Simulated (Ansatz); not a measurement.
CH₅Ga and related structures: several calculations on one system

### Relaxation

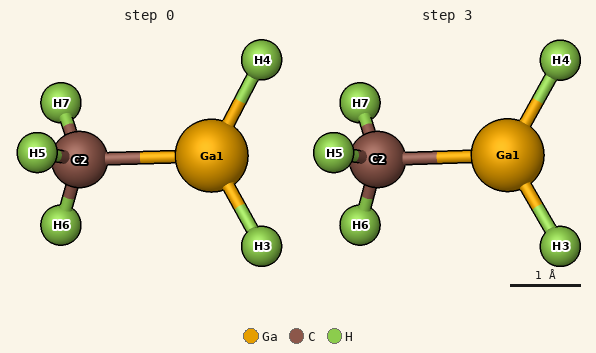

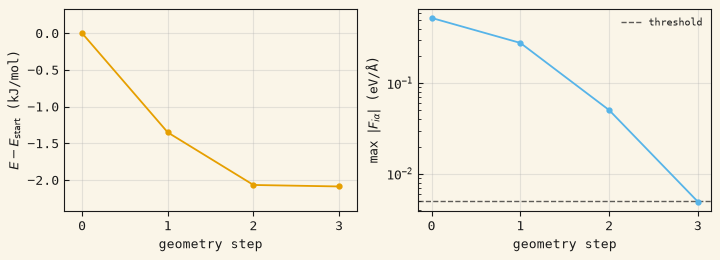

First and last geometry of a relaxation of CH$_{5}$Ga, with the history of the run. A ball-and-stick model, seen at a tilt.

It is one of the separated reactants of a reaction.

Method: Ansatz, RKS PBE0-D4/def2-TZVP.

Input file:
```yaml
crystal:
  periodic: [false, false, false]
  atoms:
    - {symbol: Ga, position_ang: [-1.109353, 0.282511, -0.034079]}
    - {symbol: C, position_ang: [0.763763, 0.888780, -0.222833]}
    - {symbol: H, position_ang: [-1.933355, -0.131034, -1.310640]}
    - {symbol: H, position_ang: [-1.863337, 0.473420, 1.335059]}
    - {symbol: H, position_ang: [0.771960, 1.955848, -0.466256]}
    - {symbol: H, position_ang: [1.280653, 0.369446, -1.032748]}
    - {symbol: H, position_ang: [1.327821, 0.765194, 0.704167]}
basis:
  gaussian: {orbitals: def2-TZVP}
hamiltonian: {xc: pbe0, dispersion: d4}
relax: {f_tol: 0.005, max_steps: 200}
```

Command:
```bash
ansatz run in.yaml --threads 4 --pin off --events-out ev --progress --plain --max-ram 9574MiB
```

Q: What do the curves and the structures tell?

A: It converged. Ga1 moves most after the best rigid fit: 0.069 Å. Largest moves by element: Ga 0.069 Å, H 0.032 Å, C 0.006 Å. Near-neighbour distances that change, for instance: Ga1–C2 1.978 → 1.966 Å. Over 3 geometry steps the energy falls by 2.09 kJ/mol. The largest force component goes from 0.53 to 0.0049 eV/Å. Cost: 3.7 s on 4 threads of Arm Neoverse V2, with other jobs on the host.

### Relaxation

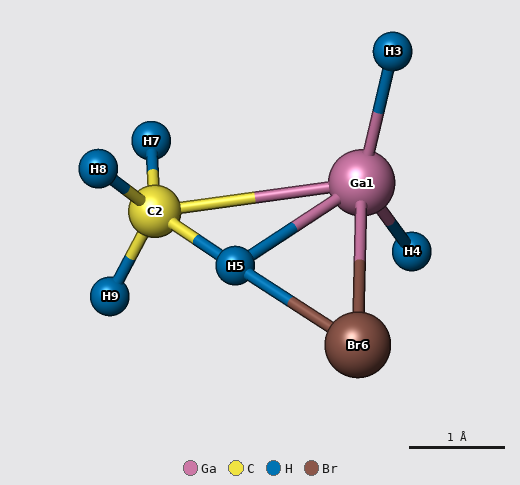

Starting structure of CH6BrGa (started from a transition state, displaced along its imaginary mode). The picture is a ball-and-stick view, seen from a free direction.

These are results of RKS PBE0-D4/def2-TZVP in Ansatz 0.2.0, not measurements.

Input file:
```yaml
crystal:
  periodic: [false, false, false]
  atoms:
    - {symbol: Ga, position_ang: [-1.207222, -0.087475, 0.052673]}
    - {symbol: C, position_ang: [0.912342, 0.474751, -0.132956]}
    - {symbol: H, position_ang: [-1.816250, -0.149519, -1.374464]}
    - {symbol: H, position_ang: [-1.741464, 0.485688, 1.392798]}
    - {symbol: H, position_ang: [0.486387, -0.675416, 0.138252]}
    - {symbol: Br, position_ang: [-0.186080, -2.367870, 0.547254]}
    - {symbol: H, position_ang: [0.514798, 1.499203, -0.352673]}
    - {symbol: H, position_ang: [1.490645, 0.208400, -1.017280]}
    - {symbol: H, position_ang: [1.546844, 0.612239, 0.746396]}
basis:
  gaussian: {orbitals: def2-TZVP}
hamiltonian: {xc: pbe0, dispersion: d4}
relax: {f_tol: 0.005, max_steps: 200}
```

Launched with:
```bash
ansatz run in.yaml --threads 4 --pin off --events-out ev --progress --plain --max-ram 9574MiB
```

Question: Predict the outcome.

Answer: The atom that moves furthest after the best rigid fit is Br6 (0.97 Å). By element the largest moves are Br 0.97 Å, Ga 0.60 Å, H 0.58 Å, C 0.38 Å. Some distances before and after: H5–Br6 1.867 → 3.143 Å, Ga1–C2 2.201 → 3.107 Å, Ga1–H5 1.795 → 2.630 Å, Ga1–Br6 2.547 → 2.304 Å. Bonds break, among them: Ga1–C2 (2.20 → 3.11 Å), Ga1–H5 (1.79 → 2.63 Å), H5–Br6 (1.87 → 3.14 Å). Bond angles that change, for instance: H5–C2–H7 139.4° → 112.1°, H5–C2–H8 97.5° → 108.5°, H5–C2–H9 98.0° → 108.4°. The energy falls by 1.358 eV in 10 geometry steps. Largest force component: 1.6 eV/Å at the start, 0.0033 eV/Å at the end. The run took 32 s on 4 threads of Arm Neoverse V2, on a shared host.

Step by step:

| step | E − E(0), eV | largest force component, eV/Å |
| --- | --- | --- |
| 0 | 0.0000 | 1.5758 |
| 1 | -0.4352 | 2.0001 |
| 2 | -0.9734 | 0.9737 |
| 3 | -1.2603 | 0.5080 |
| 4 | -1.3336 | 0.2678 |
| 5 | -1.3469 | 0.2938 |
| 6 | -1.3571 | 0.0321 |
| 7 | -1.3576 | 0.0264 |
| 8 | -1.3581 | 0.0361 |
| 9 | -1.3581 | 0.0107 |
| 10 | -1.3582 | 0.0033 |

The structure at the end:

```xyz
9

Ga   -1.6171   -0.5100    0.1550
C     1.2675    0.5984   -0.1671
H    -1.8528   -0.2028   -1.3524
H    -1.7962    0.4182    1.3914
H     1.0115   -0.4307    0.0998
Br   -1.0948   -2.7006    0.6404
H     0.3819    1.2292   -0.2715
H     1.8028    0.5871   -1.1152
H     1.8972    1.0111    0.6196
```

The end point in the same view:

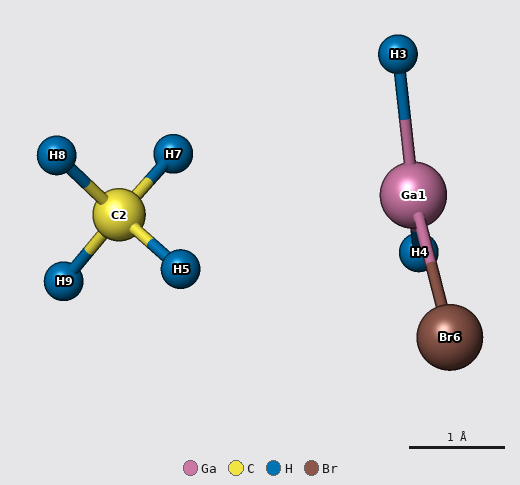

### Reaction

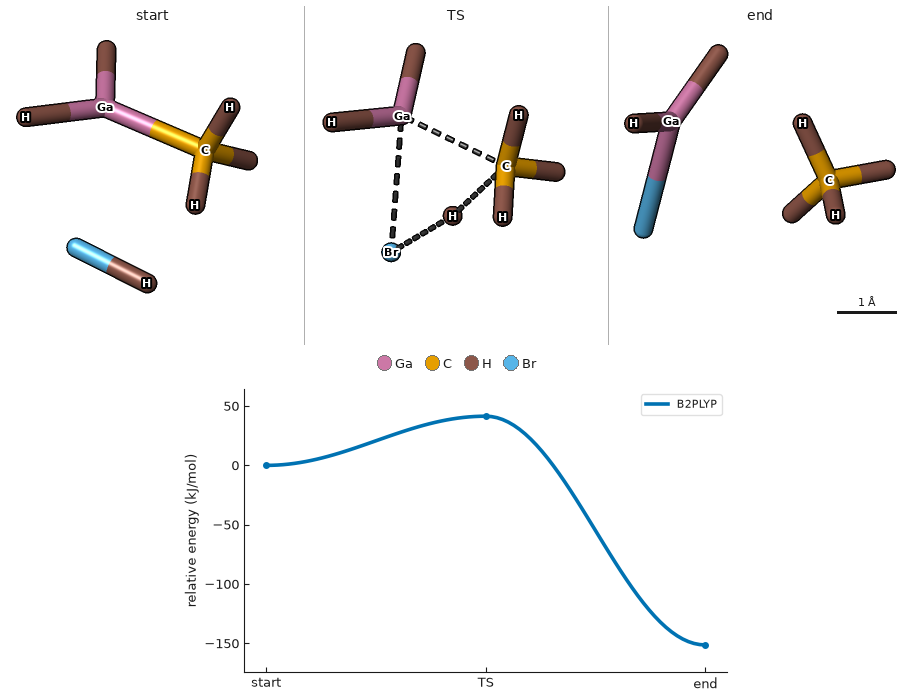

A reaction step of CH6BrGa, with its energy diagram. The picture is a stick view, seen at a tilt. Dashed sticks mark bonds that form or break.

Stationary points at PBE0-D4/def2-TZVP, single-point energies with B2PLYP (def2-TZVPP where no basis is named; Ansatz 0.2.0). The energies are electronic, without zero-point or thermal terms, and both ends are the relaxed geometries reached downhill from the saddle, with any fragments still in contact.

> What happens, and what does it cost?

Counted by bonded pieces, the start holds CH₅Ga + HBr and the end holds CH₄ + GaH₂Br. From the start over the saddle to the end, bonds form: Br–Ga (2.93 → 2.71 → 2.30 Å), C–H (3.12 → 1.62 → 1.09 Å). Bonds break: C–Ga (1.98 → 2.08 → 3.11 Å), Br–H (1.42 → 1.59 → 3.14 Å). The saddle has one imaginary mode, 651i cm⁻¹. The end the start keeps a soft imaginary mode of 39i cm⁻¹, so it isn't quite a minimum. The end the end keeps a soft imaginary mode of 62i cm⁻¹, so it isn't quite a minimum. With B2PLYP the barrier is 41.4 kJ/mol from the start and 192.7 kJ/mol from the end, and the end lies 151.3 kJ/mol below the start. By Pauling bond orders of the changing bonds the saddle lies closer to the start, the higher end, as Hammond's postulate suggests.

### Reaction

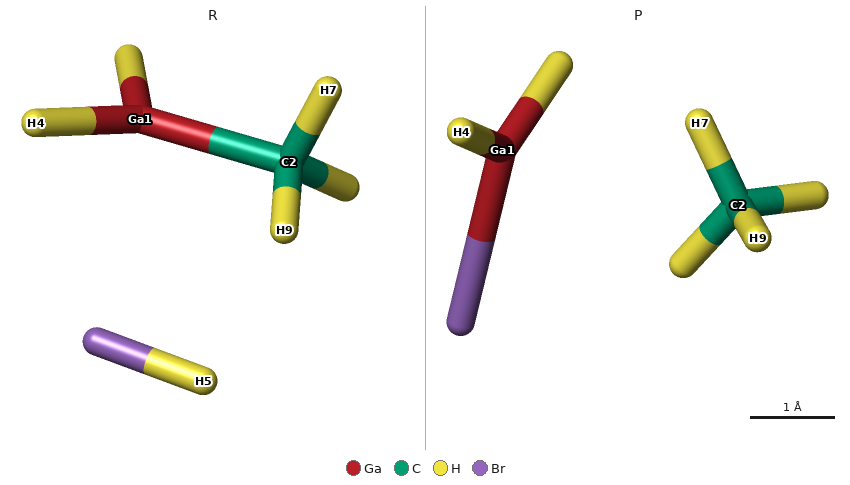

Reactant (R) and product (P) of one elementary step of CH₆BrGa. A stick model, seen from a free direction.

Stationary points at PBE0-D4/def2-TZVP, single-point energies with CCSD(T)/CBS, B97M-V, B2PLYP, BHLYP-D4, SPW92 (LDA), wB97X-V (def2-TZVPP where no basis is named; Ansatz 0.2.0). The energies are electronic, without zero-point or thermal terms, and both ends are the relaxed geometries reached downhill from the saddle, with any fragments still in contact. CCSD(T)/CBS stands for a frozen-core estimate: MP2 correlation extrapolated from def2-TZVPP and def2-QZVPP, CCSD(T) minus MP2 from the smaller set.

R:
```xyz
9

Ga   -1.1084    0.2862   -0.0349
C     0.7669    0.8861   -0.2227
H    -1.9329   -0.1251   -1.3119
H    -1.8626    0.4802    1.3336
H     1.0630   -2.1405    0.4535
Br   -0.3173   -2.4658    0.5762
H     0.7788    1.9531   -0.4665
H     1.2826    0.3647   -1.0320
H     1.3299    0.7610    0.7047
```

P:
```xyz
9

Ga   -1.6179   -0.5075    0.1547
C     1.2684    0.5965   -0.1668
H    -1.8530   -0.1995   -1.3526
H    -1.7956    0.4206    1.3914
H     1.0108   -0.4323    0.0998
Br   -1.0990   -2.6991    0.6395
H     0.3838    1.2287   -0.2711
H     1.8037    0.5846   -1.1149
H     1.8987    1.0080    0.6201
```

> Predict the saddle point between them and the barrier.

Counted by bonded pieces, R holds CH₅Ga + HBr and P holds CH₄ + GaH₂Br. From R over the saddle to P, bonds form: Ga1–Br6 (2.93 → 2.71 → 2.30 Å), C2–H5 (3.12 → 1.62 → 1.09 Å). Bonds break: Ga1–C2 (1.98 → 2.08 → 3.11 Å), H5–Br6 (1.42 → 1.59 → 3.14 Å). The saddle has one imaginary mode, 651i cm⁻¹. The end R keeps a soft imaginary mode of 39i cm⁻¹, so it isn't quite a minimum. The end P keeps a soft imaginary mode of 62i cm⁻¹, so it isn't quite a minimum. With CCSD(T)/CBS the barrier is 41.6 kJ/mol from R and 184.2 kJ/mol from P, and P lies 142.6 kJ/mol below R. By Pauling bond orders of the changing bonds the saddle lies closer to R, the higher end, as Hammond's postulate suggests.

| level | barrier from R (kJ/mol) | barrier from P (kJ/mol) | P less R (kJ/mol) |
| --- | --- | --- | --- |
| CCSD(T)/CBS | 41.6 | 184.2 | −142.6 |
| B97M-V | 39.9 | 189.7 | −149.8 |
| B2PLYP | 41.4 | 192.7 | −151.3 |
| BHLYP-D4 | 51.3 | 208.9 | −157.7 |
| SPW92 (LDA) | −1.8 | 129.0 | −130.8 |
| wB97X-V | 46.2 | 193.4 | −147.2 |

Against CCSD(T)/CBS, B2PLYP comes closest on the barrier from R (−0.2 kJ/mol) and SPW92 (LDA) misses most (−43.4 kJ/mol).

Saddle geometry:

```xyz
9

Ga   -1.1498    0.0498    0.0188
C     0.8569    0.5741   -0.1551
H    -1.8429   -0.1580   -1.3599
H    -1.7706    0.4714    1.3830
H     0.4946   -0.9665    0.2103
Br   -0.1123   -2.4000    0.5547
H     0.6115    1.6223   -0.3803
H     1.4290    0.2083   -1.0094
H     1.4837    0.5986    0.7381
```

The saddle point in the same view, with dashed sticks for the bonds that form or break:

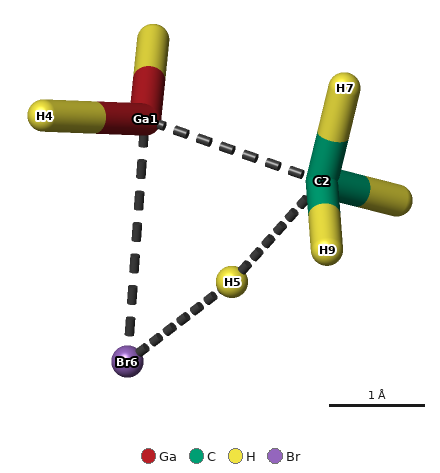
